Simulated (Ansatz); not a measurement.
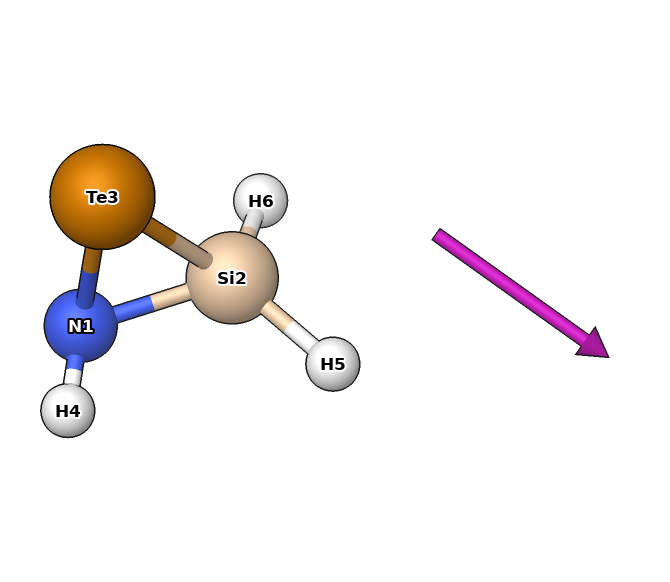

The arrow beside the molecule shows the direction of the dipole moment, from the negative to the positive end (its length means nothing). The geometry was computed by an optimisation with PBE0-D4/def2-TZVP. No frequency run is at hand to confirm it as a minimum. Level of theory: RKS PBE0-D4/def2-TZVP, core potentials on Te (Ansatz 0.2.0).

Q: How large is the dipole moment?

A: 1.67 D; it points from the side of Te3 to the side of H5 (the outermost atoms at the two ends).
